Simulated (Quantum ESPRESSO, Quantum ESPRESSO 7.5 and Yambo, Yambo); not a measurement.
**BaTiO3 (P4mm): G0W0 with Yambo, start to end**

How does a plane-wave GW calculation on BaTiO3 (P4mm) run from the first input to the gap?

Main program and level: Quantum ESPRESSO 7.5 and Yambo 5.3.0; PBE and many-body steps on it, plane waves.

The database entry behind the starting cell differs from later determinations by our own check (c/a about 0.6 % short), so it need not match the best structure at ambient conditions.

### 1. Set-up

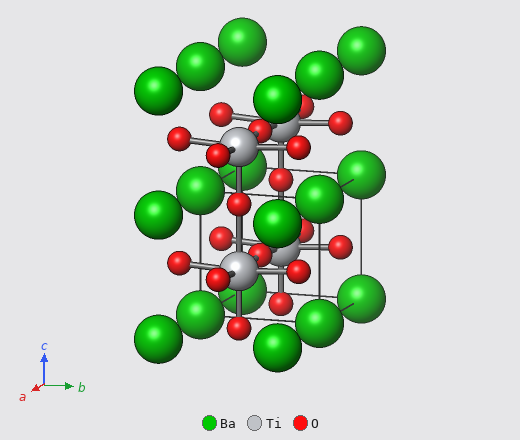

The cell as given, slightly off an axis (barium green, titanium light grey, oxygen red). 2×1×2 cells are drawn. Some periodic images of atoms are drawn too.

Geometry: measured (diffraction); atoms relaxed with PBE. The runs that relaxed it are not among those shown.

### 2. Ground state

This step: Quantum ESPRESSO 7.5; DFT, PBE with spin-orbit coupling, plane waves, norm-conserving pseudopotentials.

The ground-state density comes first.

pw.in

```
&control
  calculation = 'scf'
  prefix = 'x'
  outdir = 'o'
  pseudo_dir = 'pseudo'
/
&system
  ibrav = 0
  nat = 5
  ntyp = 3
  ecutwfc = 76.0
  nbnd = 52
  force_symmorphic = .true.
  noncolin = .true.
  lspinorb = .true.
/
&electrons
  conv_thr = 1e-10
  electron_maxstep = 80
  mixing_beta = 0.5
/
ATOMIC_SPECIES
  Ba 137.33 Ba.upf
  Ti 47.867 Ti.upf
  O 15.999 O.upf
CELL_PARAMETERS angstrom
  3.9998000000 0.0000000000 0.0000000000
  0.0000000000 3.9998000000 0.0000000000
  0.0000000000 0.0000000000 4.0180000000
ATOMIC_POSITIONS crystal
  Ba 0.0000000000 0.0000000000 0.0007199741
  Ti 0.5000000000 0.5000000000 0.4856287386
  O 0.5000000000 0.5000000000 0.0253431139
  O 0.5000000000 0.0000000000 0.5156540867
  O 0.0000000000 0.5000000000 0.5156540867
K_POINTS automatic
  6 6 6 0 0 0
```

On the command line:

```bash
OMP_NUM_THREADS=1 mpirun -n 4 pw.x -nk 4 -in pw.in > pw.out
```

The log of the run:

```text
Program PWSCF v.7.5 starts

     This program is part of the open-source Quantum ESPRESSO suite
     for quantum simulation of materials; please cite
         "P. Giannozzi et al., J. Phys.:Condens. Matter 21 395502 (2009);
         "P. Giannozzi et al., J. Phys.:Condens. Matter 29 465901 (2017);
         "P. Giannozzi et al., J. Chem. Phys. 152 154105 (2020);
     in publications or presentations arising from this work. More details at
     Message from routine setup:
     using ibrav=0 with symmetry is DISCOURAGED, use correct ibrav instead

     G-vector sticks info

     bravais-lattice index     =            0
     lattice parameter (alat)  =       7.5585  a.u.
     unit-cell volume          =     433.7935 (a.u.)^3
     number of atoms/cell      =            5
     number of atomic types    =            3
     number of electrons       =        40.00
     number of Kohn-Sham states=           52
     kinetic-energy cutoff     =      76.0000  Ry
     charge density cutoff     =     304.0000  Ry
     scf convergence threshold =      1.0E-10
     mixing beta               =       0.5000
     number of iterations used =            8  plain     mixing
     Exchange-correlation= PBE
                           (   1   4   3   4   0   0   0)
     Non magnetic calculation with spin-orbit

     celldm(1)=   7.558527  celldm(2)=   0.000000  celldm(3)=   0.000000
     celldm(4)=   0.000000  celldm(5)=   0.000000  celldm(6)=   0.000000

     crystal axes: (cart. coord. in units of alat)
               a(1) = (   1.000000   0.000000   0.000000 )
               a(2) = (   0.000000   1.000000   0.000000 )
               a(3) = (   0.000000   0.000000   1.004550 )

     reciprocal axes: (cart. coord. in units 2 pi/alat)
               b(1) = (  1.000000  0.000000  0.000000 )
               b(2) = (  0.000000  1.000000  0.000000 )
               b(3) = (  0.000000  0.000000  0.995470 )
     Pseudo is Norm-conserving + core correction, Zval = 10.0
     Generated using ONCVPSP code by D. R. Hamann
     Using radial grid of 1958 points, 10 beta functions with:
     Pseudo is Norm-conserving + core correction, Zval = 12.0
     Generated using ONCVPSP code by D. R. Hamann
     Using radial grid of 1586 points, 10 beta functions with:
     Pseudo is Norm-conserving + core correction, Zval =  6.0
     Generated using ONCVPSP code by D. R. Hamann
     Using radial grid of  936 points,  8 beta functions with:
     Ba               10.00   137.33000     Ba( 1.00)
     Ti               12.00    47.86700     Ti( 1.00)
     O                 6.00    15.99900     O ( 1.00)

      8 Sym. Ops. (no inversion) found

   Cartesian axes

     site n.     atom                  positions (alat units)
         1        Ba     tau(   1) = (   0.0000000   0.0000000   0.0007233  )
         2        Ti     tau(   2) = (   0.5000000   0.5000000   0.4878385  )
         3        O      tau(   3) = (   0.5000000   0.5000000   0.0254584  )
         4        O      tau(   4) = (   0.5000000   0.0000000   0.5180004  )
         5        O      tau(   5) = (   0.0000000   0.5000000   0.5180004  )

     number of k points=    40
                       cart. coord. in units 2pi/alat
        k(    1) = (   0.0000000   0.0000000   0.0000000), wk =   0.0046296
        k(    2) = (   0.0000000   0.0000000   0.1659117), wk =   0.0092593
        k(    3) = (   0.0000000   0.0000000   0.3318235), wk =   0.0092593
        k(    4) = (   0.0000000   0.0000000  -0.4977352), wk =   0.0046296
        k(    5) = (   0.0000000   0.1666667   0.0000000), wk =   0.0185185
        k(    6) = (   0.0000000   0.1666667   0.1659117), wk =   0.0370370
        k(    7) = (   0.0000000   0.1666667   0.3318235), wk =   0.0370370
        k(    8) = (   0.0000000   0.1666667  -0.4977352), wk =   0.0185185
        k(    9) = (   0.0000000   0.3333333   0.0000000), wk =   0.0185185
        k(   10) = (   0.0000000   0.3333333   0.1659117), wk =   0.0370370
     [... 28 further rows ...]
        k(   39) = (  -0.5000000  -0.5000000   0.3318235), wk =   0.0092593
        k(   40) = (  -0.5000000  -0.5000000  -0.4977352), wk =   0.0046296

     Dense  grid:    38811 G-vectors     FFT dimensions: (  45,  45,  45)

     Initial potential from superposition of free atoms

     starting charge      39.9818, renormalised to      40.0000
     Starting wfcs are   54 randomized atomic wfcs

     per-process dynamical memory:   138.7 Mb

     Self-consistent Calculation

     iteration #  1     ecut=    76.00 Ry     beta= 0.50

     total energy              =    -273.99349827 Ry
     estimated scf accuracy    <       1.91480108 Ry

     iteration #  2     ecut=    76.00 Ry     beta= 0.50

     total energy              =    -273.51945288 Ry
     estimated scf accuracy    <       6.49273937 Ry

     iteration #  3     ecut=    76.00 Ry     beta= 0.50

     total energy              =    -274.80143801 Ry
     estimated scf accuracy    <       0.33152655 Ry

     iteration #  4     ecut=    76.00 Ry     beta= 0.50

     total energy              =    -274.74844463 Ry
     estimated scf accuracy    <       0.14190958 Ry

     iteration #  5     ecut=    76.00 Ry     beta= 0.50

     total energy              =    -274.78510519 Ry
     estimated scf accuracy    <       0.01805366 Ry

     iteration #  6     ecut=    76.00 Ry     beta= 0.50

     total energy              =    -274.78379897 Ry
     estimated scf accuracy    <       0.00668077 Ry

     iteration #  7     ecut=    76.00 Ry     beta= 0.50

     total energy              =    -274.78439932 Ry
     estimated scf accuracy    <       0.00023348 Ry

     iteration #  8     ecut=    76.00 Ry     beta= 0.50

     total energy              =    -274.78449164 Ry
     estimated scf accuracy    <       0.00014902 Ry

     iteration #  9     ecut=    76.00 Ry     beta= 0.50

     total energy              =    -274.78448656 Ry
     estimated scf accuracy    <       0.00003279 Ry

     iteration # 10     ecut=    76.00 Ry     beta= 0.50

     total energy              =    -274.78449235 Ry
     estimated scf accuracy    <       0.00000013 Ry

     iteration # 11     ecut=    76.00 Ry     beta= 0.50

     total energy              =    -274.78449242 Ry
     estimated scf accuracy    <       0.00000002 Ry

     iteration # 12     ecut=    76.00 Ry     beta= 0.50

     total energy              =    -274.78449242 Ry
     estimated scf accuracy    <          4.3E-09 Ry

     iteration # 13     ecut=    76.00 Ry     beta= 0.50

     total energy              =    -274.78449242 Ry
     estimated scf accuracy    <          1.1E-10 Ry

     iteration # 14     ecut=    76.00 Ry     beta= 0.50

     End of self-consistent calculation

          k = 0.0000 0.0000 0.0000 (  4929 PWs)   bands (ev):

   -46.0656 -46.0656 -22.7627 -22.7627 -22.1256 -22.1256 -22.0841 -22.0841
   -14.3768 -14.3768  -6.4476  -6.4476  -5.8224  -5.8224  -5.7124  -5.7124
    -0.9117  -0.9117   1.0015   1.0015   1.0085   1.0085   7.9469   7.9469
     8.1553   8.1553   8.1750   8.1750   9.0747   9.0747   9.0879   9.0879
     9.2783   9.2783   9.9822   9.9822  10.1063  10.1063  10.1331  10.1331
    12.2731  12.2731  12.5781  12.5781  12.6022  12.6022  14.5078  14.5078
    14.6953  14.6953  15.4332  15.4332

          k = 0.0000 0.0000 0.1659 (  4865 PWs)   bands (ev):

   -46.0653 -46.0653 -22.7669 -22.7669 -22.1337 -22.1337 -22.0836 -22.0836
   -14.3486 -14.3486  -6.4465  -6.4465  -5.8217  -5.8217  -5.7040  -5.7040
    -0.8553  -0.8553   1.0456   1.0456   1.0970   1.0970   7.5976   7.5976
     7.9754   7.9754   8.0859   8.0859   8.8050   8.8050   8.8366   8.8366
[...]
15.3053  15.3053  15.9234  15.9234

          k = 0.0000 0.0000 0.3318 (  4857 PWs)   bands (ev):

[...]
-14.2909 -14.2909  -6.5496  -6.5496  -5.6948  -5.6948  -5.6871  -5.6871
    -0.7486  -0.7486   1.1379   1.1379   1.2785   1.2785   6.7378   6.7378
     7.7678   7.7678   7.8180   7.8180   8.4432   8.4432   8.5389   8.5389
     8.6650   8.6650   8.8070   8.8070   9.7855   9.7855   9.8328   9.8328
    12.3862  12.3862  13.7320  13.7320  13.7563  13.7563  14.5078  14.5078
    16.2087  16.2087  16.9168  17.2249

          k = 0.0000 0.0000-0.4977 (  4878 PWs)   bands (ev):

     [... further k-points ...]

     highest occupied, lowest unoccupied level (ev):    10.4288   12.2731

!    total energy              =    -274.78449242 Ry
     estimated scf accuracy    <          3.7E-12 Ry

     The total energy is the sum of the following terms:
     one-electron contribution =     -71.78444849 Ry
     hartree contribution      =      59.93274281 Ry
     xc contribution           =     -56.13660872 Ry
     ewald contribution        =    -206.79617803 Ry

     convergence has been achieved in  14 iterations

     XML data file, charge density, pseudopotentials, collected wavefunctions

=------------------------------------------------------------------------------=
   JOB DONE.
=------------------------------------------------------------------------------=
```

It took 1.9 min on 4 MPI ranks of Arm Neoverse V2, shared host; peak memory 0.85 GiB; 7.4 min of CPU time.

Numbers from this step:

| Item | Value |
| --- | --- |
| total energy | -3738.6335 eV |
| gap | 1.844 eV |
| k of the valence top | -0.5, -0.5, -0.5 |
| k of the conduction bottom | 0, 0, 0 |
| least direct gap | 2.140 eV |

The gap is indirect, with the least direct gap 0.30 eV higher.

### 3. Bands along the symmetry lines

The cheap functional maps the bands first; the places of the edges decide which points the dearer methods must see.

pw.in

```
&control
  calculation = 'bands'
  prefix = 'x'
  outdir = 'o'
  pseudo_dir = 'pseudo'
/
&system
  ibrav = 0
  nat = 5
  ntyp = 3
  ecutwfc = 76.0
  nbnd = 52
  force_symmorphic = .true.
  noncolin = .true.
  lspinorb = .true.
/
&electrons
  conv_thr = 1e-9
  electron_maxstep = 80
  diago_full_acc = .true.
  diago_thr_init = 5e-6
/
ATOMIC_SPECIES
  Ba 137.33 Ba.upf
  Ti 47.867 Ti.upf
  O 15.999 O.upf
CELL_PARAMETERS angstrom
  3.9998000000 0.0000000000 0.0000000000
  0.0000000000 3.9998000000 0.0000000000
  0.0000000000 0.0000000000 4.0180000000
ATOMIC_POSITIONS crystal
  Ba 0.0000000000 0.0000000000 0.0007199741
  Ti 0.5000000000 0.5000000000 0.4856287386
  O 0.5000000000 0.5000000000 0.0253431139
  O 0.5000000000 0.0000000000 0.5156540867
  O 0.0000000000 0.5000000000 0.5156540867
K_POINTS crystal
  75
  0.00000000 0.00000000 0.00000000 1
  0.00000000 0.06250000 0.00000000 1
  0.00000000 0.12500000 0.00000000 1
  0.00000000 0.18750000 0.00000000 1
  0.00000000 0.25000000 0.00000000 1
  0.00000000 0.31250000 0.00000000 1
  0.00000000 0.37500000 0.00000000 1
  0.00000000 0.43750000 0.00000000 1
  0.00000000 0.50000000 0.00000000 1
  0.06250000 0.50000000 0.00000000 1
  0.12500000 0.50000000 0.00000000 1
  0.18750000 0.50000000 0.00000000 1
  0.25000000 0.50000000 0.00000000 1
  0.31250000 0.50000000 0.00000000 1
  0.37500000 0.50000000 0.00000000 1
  0.43750000 0.50000000 0.00000000 1
  0.50000000 0.50000000 0.00000000 1
  0.43750000 0.43750000 0.00000000 1
  0.37500000 0.37500000 0.00000000 1
  0.31250000 0.31250000 0.00000000 1
  0.25000000 0.25000000 0.00000000 1
  0.18750000 0.18750000 0.00000000 1
  0.12500000 0.12500000 0.00000000 1
  0.06250000 0.06250000 0.00000000 1
  0.00000000 0.00000000 0.00000000 1
  0.00000000 0.00000000 0.06250000 1
  0.00000000 0.00000000 0.12500000 1
  0.00000000 0.00000000 0.18750000 1
  0.00000000 0.00000000 0.25000000 1
  0.00000000 0.00000000 0.31250000 1
  0.00000000 0.00000000 0.37500000 1
  0.00000000 0.00000000 0.43750000 1
  0.00000000 0.00000000 0.50000000 1
  0.00000000 0.06250000 0.50000000 1
  0.00000000 0.12500000 0.50000000 1
  0.00000000 0.18750000 0.50000000 1
  0.00000000 0.25000000 0.50000000 1
  0.00000000 0.31250000 0.50000000 1
  0.00000000 0.37500000 0.50000000 1
  0.00000000 0.43750000 0.50000000 1
  0.00000000 0.50000000 0.50000000 1
  0.06250000 0.50000000 0.50000000 1
  0.12500000 0.50000000 0.50000000 1
  0.18750000 0.50000000 0.50000000 1
  0.25000000 0.50000000 0.50000000 1
  0.31250000 0.50000000 0.50000000 1
  0.37500000 0.50000000 0.50000000 1
  0.43750000 0.50000000 0.50000000 1
  0.50000000 0.50000000 0.50000000 1
  0.43750000 0.43750000 0.50000000 1
  0.37500000 0.37500000 0.50000000 1
  0.31250000 0.31250000 0.50000000 1
  0.25000000 0.25000000 0.50000000 1
  0.18750000 0.18750000 0.50000000 1
  0.12500000 0.12500000 0.50000000 1
  0.06250000 0.06250000 0.50000000 1
  0.00000000 0.00000000 0.50000000 1
  0.00000000 0.50000000 0.00000000 1
  0.00000000 0.50000000 0.06250000 1
  0.00000000 0.50000000 0.12500000 1
  0.00000000 0.50000000 0.18750000 1
  0.00000000 0.50000000 0.25000000 1
  0.00000000 0.50000000 0.31250000 1
  0.00000000 0.50000000 0.37500000 1
  0.00000000 0.50000000 0.43750000 1
  0.00000000 0.50000000 0.50000000 1
  0.50000000 0.50000000 0.00000000 1
  0.50000000 0.50000000 0.06250000 1
  0.50000000 0.50000000 0.12500000 1
  0.50000000 0.50000000 0.18750000 1
  0.50000000 0.50000000 0.25000000 1
  0.50000000 0.50000000 0.31250000 1
  0.50000000 0.50000000 0.37500000 1
  0.50000000 0.50000000 0.43750000 1
  0.50000000 0.50000000 0.50000000 1
```

The log of the run:

```text
[banner, memory and clock lines left out]
Program PWSCF v.7.5 starts

     Atomic positions and unit cell read from directory:
     o/x.save/

     Message from routine setup:
     using ibrav=0 with symmetry is DISCOURAGED, use correct ibrav instead

     G-vector sticks info

     bravais-lattice index     =            0
     lattice parameter (alat)  =       7.5585  a.u.
     unit-cell volume          =     433.7935 (a.u.)^3
     number of atoms/cell      =            5
     number of atomic types    =            3
     number of electrons       =        40.00
     number of Kohn-Sham states=           52
     kinetic-energy cutoff     =      76.0000  Ry
     charge density cutoff     =     304.0000  Ry
     Exchange-correlation= PBE
                           (   1   4   3   4   0   0   0)
     Non magnetic calculation with spin-orbit

     celldm(1)=   7.558527  celldm(2)=   0.000000  celldm(3)=   0.000000
     celldm(4)=   0.000000  celldm(5)=   0.000000  celldm(6)=   0.000000

     crystal axes: (cart. coord. in units of alat)
               a(1) = (   1.000000   0.000000   0.000000 )
               a(2) = (   0.000000   1.000000   0.000000 )
               a(3) = (   0.000000   0.000000   1.004550 )

     reciprocal axes: (cart. coord. in units 2 pi/alat)
               b(1) = (  1.000000  0.000000  0.000000 )
               b(2) = (  0.000000  1.000000  0.000000 )
               b(3) = (  0.000000  0.000000  0.995470 )
     Pseudo is Norm-conserving + core correction, Zval = 10.0
     Generated using ONCVPSP code by D. R. Hamann
     Using radial grid of 1958 points, 10 beta functions with:
     Pseudo is Norm-conserving + core correction, Zval = 12.0
     Generated using ONCVPSP code by D. R. Hamann
     Using radial grid of 1586 points, 10 beta functions with:
     Pseudo is Norm-conserving + core correction, Zval =  6.0
     Generated using ONCVPSP code by D. R. Hamann
     Using radial grid of  936 points,  8 beta functions with:
     Ba               10.00   137.33000     Ba( 1.00)
     Ti               12.00    47.86700     Ti( 1.00)
     O                 6.00    15.99900     O ( 1.00)

      8 Sym. Ops. (no inversion) found

   Cartesian axes

     site n.     atom                  positions (alat units)
         1        Ba     tau(   1) = (   0.0000000   0.0000000   0.0007233  )
         2        Ti     tau(   2) = (   0.5000000   0.5000000   0.4878385  )
         3        O      tau(   3) = (   0.5000000   0.5000000   0.0254584  )
         4        O      tau(   4) = (   0.5000000   0.0000000   0.5180004  )
         5        O      tau(   5) = (   0.0000000   0.5000000   0.5180004  )

     number of k points=    75
                       cart. coord. in units 2pi/alat
        k(    1) = (   0.0000000   0.0000000   0.0000000), wk =   0.0133333
        k(    2) = (   0.0000000   0.0625000   0.0000000), wk =   0.0133333
        k(    3) = (   0.0000000   0.1250000   0.0000000), wk =   0.0133333
[...]
[... 63 further rows ...]
        k(   74) = (   0.5000000   0.5000000   0.4355183), wk =   0.0133333
        k(   75) = (   0.5000000   0.5000000   0.4977352), wk =   0.0133333

     Dense  grid:    38811 G-vectors     FFT dimensions: (  45,  45,  45)

     The potential is recalculated from file :
     o/x.save/charge-density

     Starting wfcs are   54 randomized atomic wfcs

     Band Structure Calculation

     End of band structure calculation

          k = 0.0000 0.0000 0.0000 (  4929 PWs)   bands (ev):

   -46.0655 -46.0655 -22.7626 -22.7626 -22.1256 -22.1256 -22.0841 -22.0841
   -14.3769 -14.3768  -6.4476  -6.4476  -5.8224  -5.8224  -5.7124  -5.7124
    -0.9117  -0.9117   1.0015   1.0015   1.0085   1.0085   7.9469   7.9469
[...]
14.6953  14.6953  15.4332  15.4340

          k = 0.0000 0.0625 0.0000 (  4885 PWs)   bands (ev):

[...]
14.7408  14.7439  15.5097  15.5103

          k = 0.0000 0.1250 0.0000 (  4865 PWs)   bands (ev):

[...]
14.9892  14.9950  15.7305  15.7318

[...]
k = 0.5000 0.5000 0.4355 (  4804 PWs)   bands (ev):

[...]
17.2427  17.2427  17.3001  17.3001

          k = 0.5000 0.5000 0.4977 (  4800 PWs)   bands (ev):

[...]
8.1710   8.1710  10.2833  10.2833  10.2942  10.2942  10.4288  10.4288
    14.6573  14.6573  14.6769  14.6769  14.6870  14.6870  16.9399  16.9399
    17.1471  17.1474  17.2036  17.2037

     XML data file, pseudopotentials, collected wavefunctions
```

The job ended after 53 s (4 MPI ranks; peak memory 0.45 GiB; 3.5 min of CPU time).

Numbers from this step:

```
gap                        : 1.844 eV
k of the valence top       : 0.5, 0.5, 0.5
k of the conduction bottom : 0, 0, 0
least direct gap           : 2.140 eV
```

The gap is 1.844 eV, as in the run before at this level.

The electronic bands at the labelled points (eV, zero at the top of the highest filled band):

| point | band 37 | band 38 | band 39 | band 40 | band 41 | band 42 | band 43 | band 44 |
| --- | --- | --- | --- | --- | --- | --- | --- | --- |
| Γ | -0.32 | -0.32 | -0.30 | -0.30 | 1.84 | 1.84 | 2.15 | 2.15 |
| X | -1.05 | -1.05 | -0.92 | -0.92 | 2.28 | 2.28 | 3.55 | 3.55 |
| M | -0.97 | -0.97 | -0.07 | -0.07 | 3.62 | 3.62 | 3.64 | 3.64 |
| Γ | -0.32 | -0.32 | -0.30 | -0.30 | 1.84 | 1.84 | 2.15 | 2.15 |
| Z | -0.72 | -0.72 | -0.68 | -0.68 | 2.00 | 2.00 | 3.65 | 3.65 |
| R | -0.81 | -0.81 | -0.21 | -0.21 | 3.58 | 3.58 | 3.68 | 3.68 |
| A | -0.13 | -0.13 | 0.00 | 0.00 | 4.23 | 4.23 | 4.25 | 4.25 |
| Z | -0.72 | -0.72 | -0.68 | -0.68 | 2.00 | 2.00 | 3.65 | 3.65 |
| jump to X | -1.05 | -1.05 | -0.92 | -0.92 | 2.28 | 2.28 | 3.55 | 3.55 |
| R | -0.81 | -0.81 | -0.21 | -0.21 | 3.58 | 3.58 | 3.68 | 3.68 |
| jump to M | -0.97 | -0.97 | -0.07 | -0.07 | 3.62 | 3.62 | 3.64 | 3.64 |
| A | -0.13 | -0.13 | 0.00 | 0.00 | 4.23 | 4.23 | 4.25 | 4.25 |

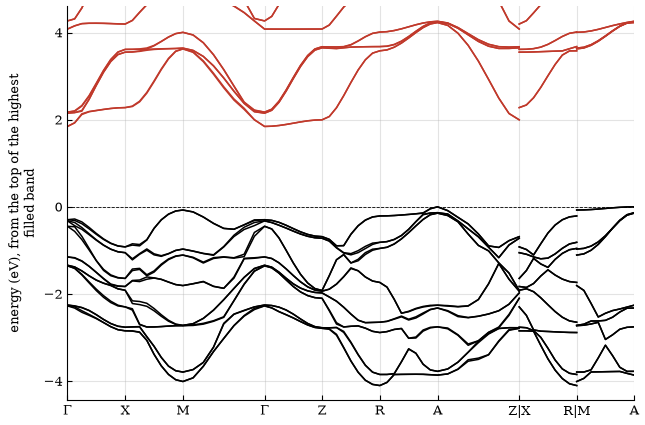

Electronic bands along the path; lines of filled and empty bands in two colours.

[end of part 1 of 3]

[Paths, hosts, dates, memory and timing lines, banners, echoed tables and standing remarks are left out of the program output.]

[Logs are printed without paths, hosts, clocks, repeated set-up lines and the standing remarks that a program may print on its own settings, such as how far it seeks lower states.]

[Runs of the session that timed out or met a known fault of the program may be left out.]

[Hosts, paths, dates, database ids (printed as entryN), source tags and the programs' standing remarks are cut or masked in the printed files.]
